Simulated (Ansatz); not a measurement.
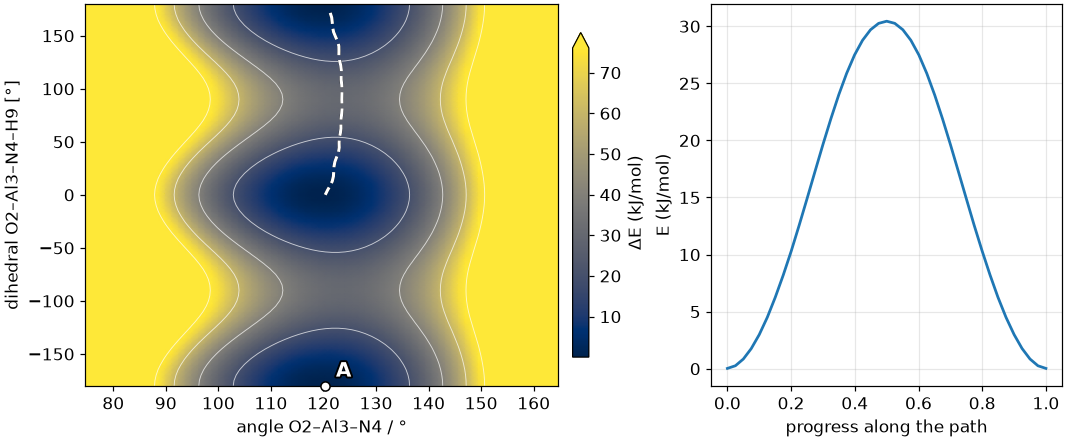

CH₅AlFNO, SMILES C[O][Al]([NH2])[F]. Coordinates scanned: (1) angle O2–Al3–N4; (2) dihedral O2–Al3–N4–H9. Nothing is relaxed (all other coordinates rigid). The grid has 9 × 10 points. Points are written as (first, second). Energies: kJ/mol, counted from the lowest grid point. Method: Ansatz 0.2.0, RKS PBE-D4/def2-TZVP.

In the figure: a smooth colour map with a few white contour lines, a line along the lowest path, one colour for all values above the top of the scale, the energy along the path at the right, the start A. Between grid points the surface is interpolated.

**Describe the path and its barrier.**

The easiest path leads from the well at (119.7°, −180°) to a well of about the same depth at (119.7°, 0°). Its highest point lies about 30 kJ/mol above the bottom of the first well on the interpolated surface, at about (123°, 90°). The start is the relaxed structure and all else is held, so a fully relaxed path at this level can only be lower.
